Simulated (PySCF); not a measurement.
## A study: C$_{6}$H$_{19}$NSi$_{2}$, SMILES `C[Si](C)(C)N[Si](C)(C)C`

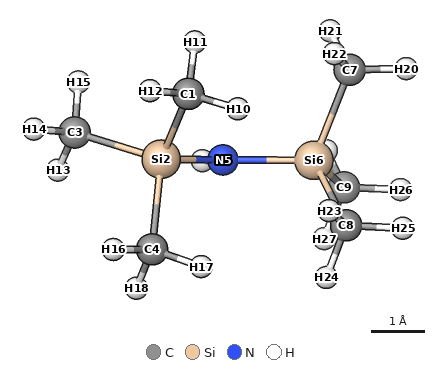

The molecule, with its atoms numbered as below. No frequency check shows the geometry to be a minimum.

Cartesian coordinates (Å):

```
C1      -1.6363    1.2570    1.3593
Si2     -1.5899    0.0095   -0.0782
C3      -2.8066    0.5216   -1.4526
C4      -2.0586   -1.7204    0.5783
N5      -0.0006   -0.0022   -0.7934
Si6      1.5889   -0.0087   -0.0783
C7       2.0537    1.7244    0.5725
C8       1.6477   -1.2573    1.3585
C9       2.8017   -0.5231   -1.4551
H10     -0.9424    0.9701    2.1424
H11     -1.3631    2.2533    1.0271
H12     -2.6253    1.3165    1.8030
H13     -2.8109   -0.1970   -2.2662
H14     -3.8201    0.5858   -1.0709
H15     -2.5518    1.4905   -1.8697
H16     -3.0522   -1.7244    1.0164
H17     -1.3618   -2.0501    1.3417
H18     -2.0472   -2.4617   -0.2150
H19     -0.0005   -0.0141   -1.8005
H20      3.0693    1.7477    0.9560
H21      1.9825    2.4719   -0.2117
H22      1.3927    2.0319    1.3759
H23      0.9556   -0.9770    2.1458
H24      1.3798   -2.2546    1.0248
H25      2.6392   -1.3119    1.7976
H26      3.8198   -0.5644   -1.0826
H27      2.5586   -1.5031   -1.8529
H28      2.7859    0.1813   -2.2808
```

Part 1: Bonding charge

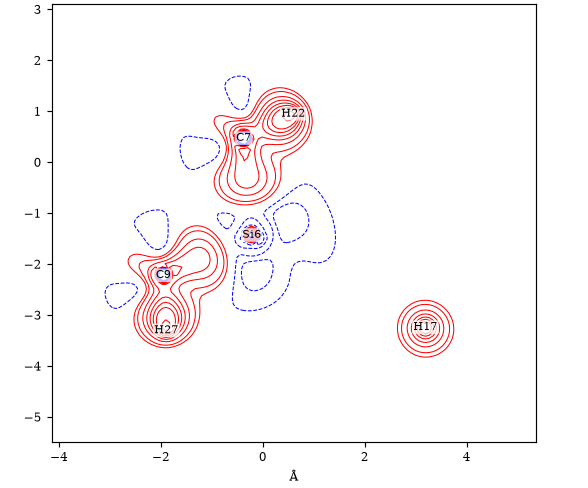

Deformation density (molecule less spherical, spin-averaged free atoms) in the plane of Si6, C7, C9, H17, H22 and H27; contours at ±0.05 to ±0.8 e/Å³; solid red lines: gain, dashed blue lines: loss.

Level of theory: ωB97X/def2-SVP (PySCF), at a geometry from GFN2-xTB.

> How much density has each bond in this plane gained at its critical point, relative to the free atoms?

C9–H27: +0.65 e/Å³ at the bond critical point (bond length 1.08 Å, Mayer order 1.0). C7–H22: +0.64 e/Å³ at the bond critical point (bond length 1.08 Å, Mayer order 1.0). Si6–C7: +0.15 e/Å³ at the bond critical point (bond length 1.91 Å, Mayer order 1.0). Si6–C9: +0.15 e/Å³ at the bond critical point (bond length 1.91 Å, Mayer order 1.0). In all, 6.2 electrons gather in the regions of gain relative to the promolecule.

> Where do the Hirshfeld charges lie?

The highest Hirshfeld charge is on Si2 (+0.45 e), the lowest on N5 (−0.33 e).

```csv
atom,charge (e)
C1,−0.22
Si2,+0.45
C3,−0.23
C4,−0.23
N5,−0.33
Si6,+0.45
C7,−0.23
C8,−0.22
C9,−0.23
H10,+0.04
H11,+0.04
H12,+0.04
H13,+0.04
H14,+0.04
H15,+0.04
H16,+0.04
H17,+0.04
H18,+0.04
H19,+0.11
H20,+0.04
H21,+0.04
H22,+0.04
H23,+0.04
H24,+0.04
H25,+0.04
H26,+0.04
H27,+0.04
H28,+0.04
```

Part 2: Bond critical points

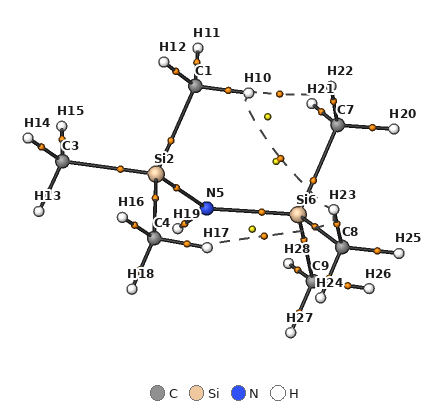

Molecular graph of the electron density (QTAIM): bond paths, bond critical points (orange), ring points (yellow, if any); weak paths are dashed.

> How many critical points of each kind are there, and does the count close?

28 nuclei, 30 bond, 3 ring and 0 cage critical points: 28 − 30 + 3 − 0 = 1, as the Poincaré–Hopf relation requires.

> What does the calculation give at each kind of bond critical point?

| bond | length (Å) | ρ (a.u.) | ∇²ρ (a.u.) | ε | H (a.u.) |
| --- | --- | --- | --- | --- | --- |
| N5–H19 | 1.007 | 0.328 | −1.48 | 0.03 | −0.428 |
| C1–H11 | 1.085 | 0.272 | −0.97 | 0.03 | −0.293 |
| C8–H24 | 1.085 | 0.272 | −0.97 | 0.03 | −0.293 |
| C3–H15 | 1.085 | 0.272 | −0.97 | 0.03 | −0.293 |
| C9–H26 | 1.085 | 0.272 | −0.97 | 0.03 | −0.293 |
| C3–H14 | 1.085 | 0.272 | −0.97 | 0.03 | −0.293 |
| C4–H17 | 1.085 | 0.272 | −0.97 | 0.03 | −0.293 |
| C7–H22 | 1.085 | 0.272 | −0.97 | 0.03 | −0.293 |
| C9–H27 | 1.085 | 0.272 | −0.97 | 0.03 | −0.293 |
| C7–H21 | 1.086 | 0.272 | −0.96 | 0.03 | −0.292 |
| C1–H12 | 1.086 | 0.272 | −0.96 | 0.03 | −0.292 |
| C8–H25 | 1.086 | 0.271 | −0.96 | 0.03 | −0.292 |
| C4–H18 | 1.086 | 0.271 | −0.96 | 0.03 | −0.292 |
| C9–H28 | 1.085 | 0.271 | −0.96 | 0.03 | −0.292 |
| C3–H13 | 1.085 | 0.271 | −0.96 | 0.03 | −0.292 |
| C1–H10 | 1.085 | 0.271 | −0.96 | 0.03 | −0.292 |
| C8–H23 | 1.085 | 0.271 | −0.96 | 0.03 | −0.292 |
| C7–H20 | 1.086 | 0.271 | −0.96 | 0.03 | −0.291 |
| C4–H16 | 1.086 | 0.271 | −0.96 | 0.03 | −0.291 |
| Si2–N5 | 1.743 | 0.118 | +0.68 | 0.10 | −0.037 |
| N5–Si6 | 1.743 | 0.118 | +0.68 | 0.10 | −0.037 |
| C1–Si2 | 1.904 | 0.112 | +0.32 | 0.03 | −0.057 |
| Si6–C8 | 1.904 | 0.112 | +0.32 | 0.03 | −0.057 |
| Si2–C3 | 1.906 | 0.112 | +0.32 | 0.02 | −0.057 |
| Si6–C9 | 1.906 | 0.112 | +0.32 | 0.02 | −0.057 |
| Si2–C4 | 1.909 | 0.111 | +0.31 | 0.03 | −0.057 |
| Si6–C7 | 1.909 | 0.111 | +0.31 | 0.03 | −0.057 |
| H17–H23 | 2.677 | 0.004 | +0.01 | 0.33 | +0.001 |
| H10–H22 | 2.677 | 0.004 | +0.01 | 0.23 | +0.001 |
| H10–H23 | 2.719 | 0.003 | +0.01 | 2.35 | +0.001 |

> What kind of interaction is C1–H11?

Shared-shell (covalent): ρ = 0.272, ∇²ρ = −0.97, H = −0.293 a.u.

> Are there bond paths between atoms that aren't covalently bonded?

Yes: H17–H23 (2.68 Å, ρ = 0.004); H10–H22 (2.68 Å, ρ = 0.004); H10–H23 (2.72 Å, ρ = 0.003).

Part 3: Electrostatic potential

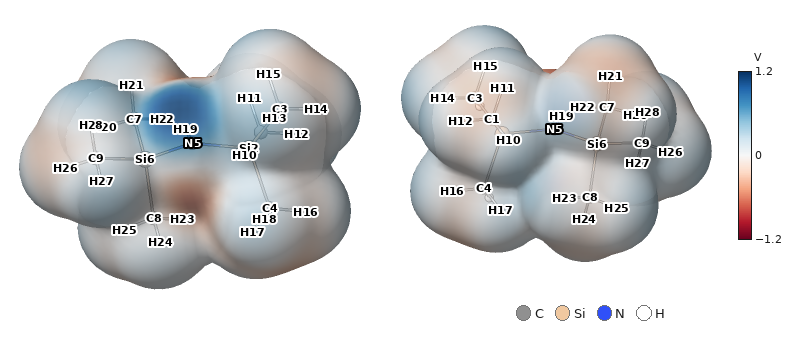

Electrostatic potential on the surface of electron density 0.001 a.u. (back view left, front view right).

> Where are the extremes of the potential on the surface?

Highest: 1.13 V, 1.3 Å from H19. Further maxima include 0.42 V, 1.4 Å from H28, and at like points elsewhere; 0.40 V, near H10 (1.45 Å) and H23 (1.67 Å). Lowest: −0.60 V, over N5, off the plane of its three bonds (2.0 Å). Further minima include −0.31 V, near H21 (1.78 Å), H20 (1.86 Å), H22 (1.94 Å) and C7 (1.96 Å), and at like points elsewhere; −0.25 V, near H25 (1.80 Å), H23 (1.85 Å), H24 (1.92 Å) and C8 (1.95 Å). The surface is sampled at points, so like sites can differ by a few per cent and only the strongest of them is named.

Part 4: In an electric field

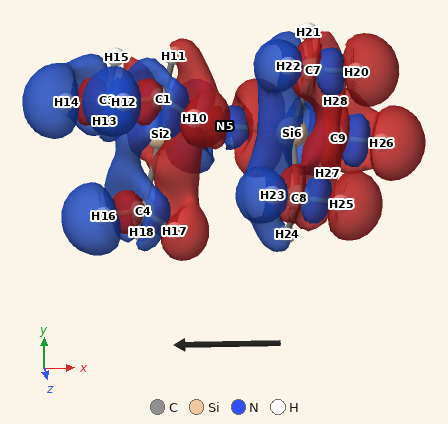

Change of the electron density in a uniform field of 0.26 V/Å along −x (arrow), surfaces at ±0.0015 e/Å³ (red: gain, blue: loss).

PySCF calculation, PBE0/6-31+G*, gas phase; geometry: GFN2-xTB. The basis has diffuse s and p functions alone, which still leaves polarisabilities too small, most of all across bonds.

> What dipole is induced, and what polarisability does it imply?

The induced dipole is 1.69 D (along the field); α along this axis, from the fields in both directions, is 133 bohr³ (19.7 Å³).

> Which atoms gain and lose the most charge?

Electrons gather most on H26 (Hirshfeld charge changes by −0.011 e) and leave H14 most (+0.011 e); 0.143 electrons are displaced in all.

Part 5: Removing or adding an electron

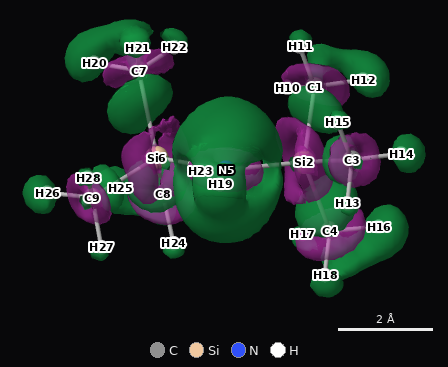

Fukui function f⁻ = ρ(N) − ρ(N−1) at fixed geometry, surfaces at ±0.015 e/Å³ (green positive, purple negative).

PySCF calculation, PBE0/6-31G*, gas phase; geometry: GFN2-xTB.

> On which atoms does the density change most on removal of an electron?

f⁻ (Hirshfeld-condensed) is largest on N5 (0.22); the vertical ionisation energy is 8.15 eV (the stability of the cation's solution wasn't checked). Condensed values hint at sites of electrophilic attack but needn't mark the atom that reacts. Orbital relaxation makes it negative in places (0.35 e in all).

```
atom     f⁻  charge
  C1  +0.03   −0.20
 Si2  +0.04   +0.38
  C3  +0.02   −0.20
  C4  +0.05   −0.21
  N5  +0.22   −0.34
 Si6  +0.04   +0.38
  C7  +0.05   −0.21
  C8  +0.03   −0.20
  C9  +0.02   −0.20
 H10  +0.01   +0.04
 H11  +0.02   +0.04
 H12  +0.03   +0.04
 H13  +0.02   +0.04
 H14  +0.03   +0.04
 H15  +0.02   +0.04
 H16  +0.04   +0.04
 H17  +0.02   +0.04
 H18  +0.03   +0.04
 H19  +0.06   +0.12
 H20  +0.04   +0.04
 H21  +0.03   +0.04
 H22  +0.02   +0.04
 H23  +0.01   +0.04
 H24  +0.02   +0.04
 H25  +0.03   +0.04
 H26  +0.03   +0.04
 H27  +0.02   +0.04
 H28  +0.02   +0.04
```

Part 6: Localised orbitals

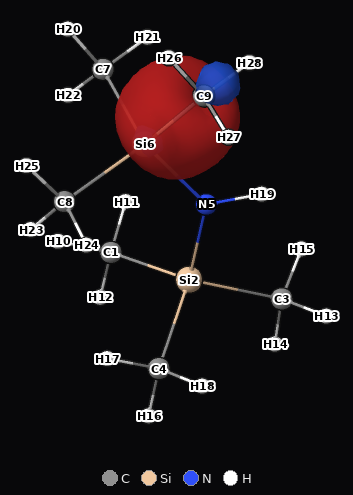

Intrinsic bond orbitals (IBO), occupied; each surface holds about 80 % of the orbital's density. Energies are diagonal elements of the Fock matrix.

Computed with PySCF, TPSS/def2-SVP, geometry: GFN2-xTB.

> What does this orbital represent?

σ bond C9–Si6 (C9 65 %, Si6 34 %; −9.8 eV).

> How do all the valence pairs divide up?

28 pairs: 27 σ bonds and 1 lone pair.

The PySCF runs shown took 110 s, 3.8 min, 6.7 min and 4.2 min on 1 thread of Arm Neoverse V1, on a shared host.
